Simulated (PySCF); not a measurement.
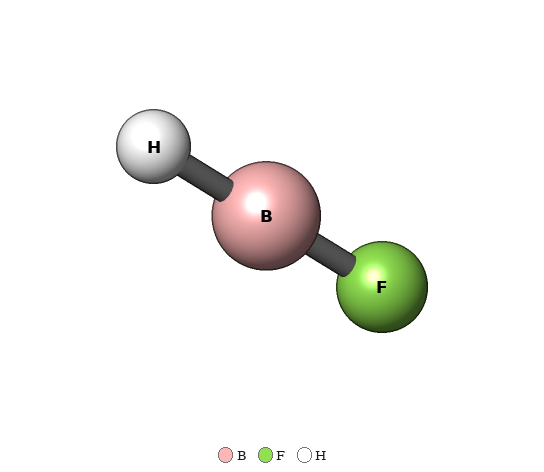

The species has charge +1 and is a spin singlet. The computed structure is the end point of a PBE0-D3(BJ)/def2-TZVP optimisation. No frequency run is at hand to confirm it as a minimum. Program: PySCF 2.14.0.

At this fixed geometry, give HOMO–LUMO gap (eV), HOMO energy (eV) at these levels: B97-2/pcSseg-2; KT3/pcSseg-2; PBE0/pcSseg-2; WP04/pcSseg-2 in chloroform (IEF-PCM); ωB97X-D/pcSseg-2; ωB97X-D/pcSseg-2 in chloroform (IEF-PCM).

```
                                   level  HOMO–LUMO gap (eV)  HOMO energy (eV)
                          B97-2/pcSseg-2               12.53            −21.94
                            KT3/pcSseg-2               10.27            −20.76
                           PBE0/pcSseg-2               12.81            −22.21
   WP04/pcSseg-2 in chloroform (IEF-PCM)               11.74            −18.64
                        ωB97X-D/pcSseg-2               16.92            −24.24
ωB97X-D/pcSseg-2 in chloroform (IEF-PCM)               16.82            −19.35
```
